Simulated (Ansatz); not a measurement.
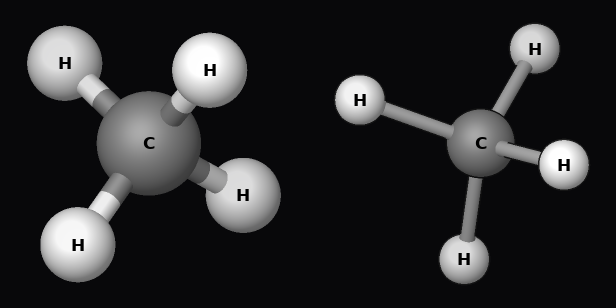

Two views of one molecule.

The geometry was computed by an optimisation with PBE0-D4/def2-TZVP.

Which formula does it have?

CH₄, 5 atoms: 1 carbon and 4 hydrogen.

How many atoms are distinct by symmetry?

2: 1 C, 4 H.

Count the bonded pairs by element.

4 C–H. Sticks follow a distance rule.

Which point group does it belong to?

Td.

The parts below concern this one geometry. Atoms keep their numbers from picture to picture.

## Geometry

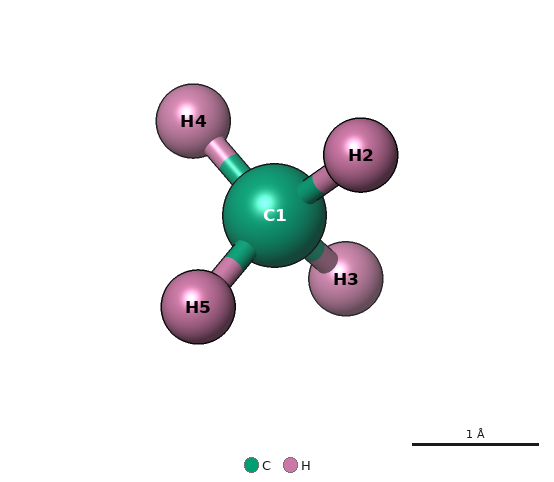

Atoms carry their numbers in the input.

Estimate the angles H2–C1–H3.

```
   angle  degrees
H2–C1–H3    109.5
```

## Electronic properties

Method: RKS PBE0-D4/def2-TZVPP (Ansatz 0.2.0).

Predict the main results.

- HOMO energy (Kohn–Sham orbital): −10.98 eV
- LUMO energy (Kohn–Sham orbital): 1.70 eV
- HOMO–LUMO gap: 12.68 eV

## Charges

The questions are on Mulliken charges. Method: RKS PBE0-D4/def2-TZVP (Ansatz 0.2.0).

List the Mulliken charges.

| atom | value (e) |
| --- | --- |
| C1 | −0.53 |
| H2 | 0.13 |
| H3 | 0.13 |
| H4 | 0.13 |
| H5 | 0.13 |

## Vibrations

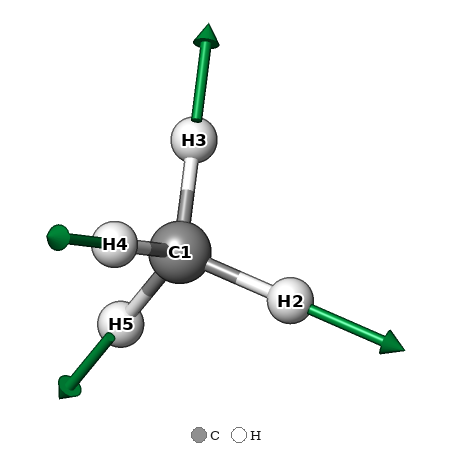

The arrows show one normal mode. Harmonic vibrations computed with RKS PBE0-D4/def2-TZVP (Ansatz 0.2.0) at a stationary point of the same level.

Describe the motion.

Mostly in-phase stretching of 4 C–H bonds.

Estimate its harmonic wavenumber.

3047 cm⁻¹; it is mode 6 of 9 counted from the lowest.

## Thermal motion

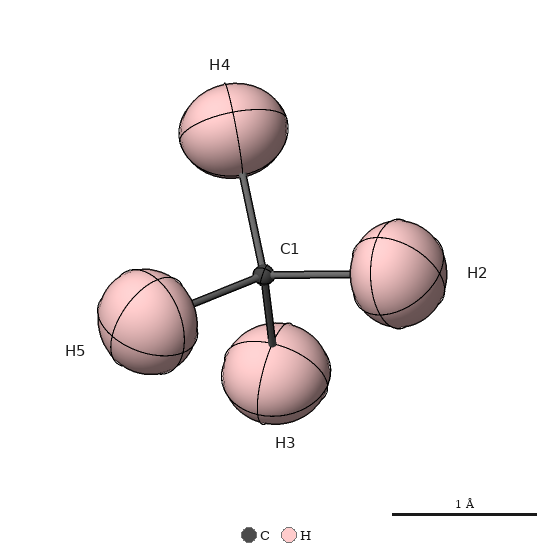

Displacement ellipsoids at the 50 % level, enlarged 3 times, from the internal vibrations of the free molecule (harmonic, no overall translation or rotation; no half-axis is drawn under 0.075 Å). Vibrations computed with RKS PBE0-D4/def2-TZVP (Ansatz 0.2.0). Temperature: 298 K.

List U_eq and the three principal root-mean-square amplitudes for each kind of atom.

| atom | U_eq (Å²) | rms amplitudes (Å) |
| --- | --- | --- |
| C1 | 0.00021 | 0.014, 0.014, 0.014 |
| H2, H3, H4, H5 | 0.0061 | 0.071, 0.082, 0.082 |

Mulliken values depend strongly on the basis set and can even reverse the polarity of a bond.
